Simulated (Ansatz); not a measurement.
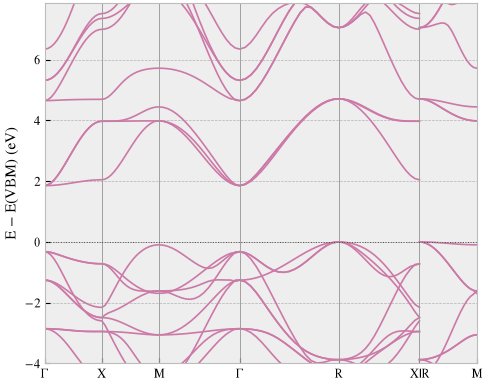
*Band structure from the program Ansatz at the LDA level (PAW)*

Question: Read off the gap and where the band edges lie.

Answer: About 1.9 eV (1.85 eV by a search for the band edges); maximum at R, minimum at Γ.

The material is SrTiO$_{3}$ (cubic perovskite, Pm-3m).

The cell was relaxed with LDA under the symmetry of its start. At this level the phase is dynamically unstable (imaginary phonons). No spin polarisation was allowed. Scalar-relativistic: spin–orbit coupling is off unless named, which matters more the heavier the elements.

Potentials: the later of the program's two PAW sets.
